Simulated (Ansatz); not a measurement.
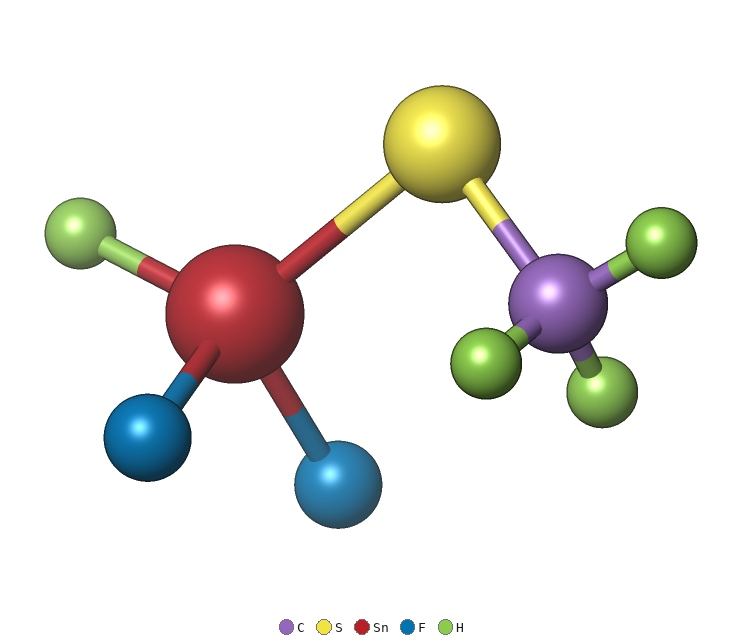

The computed structure is the end point of a PBE-D4/def2-SVP optimisation. No frequency run is at hand to confirm it as a minimum.

Give the structural formula.

SMILES: C[S][SnH]([F])[F]

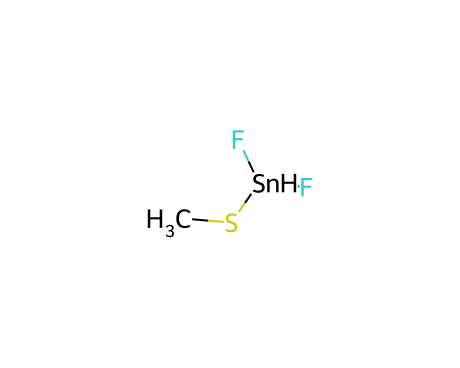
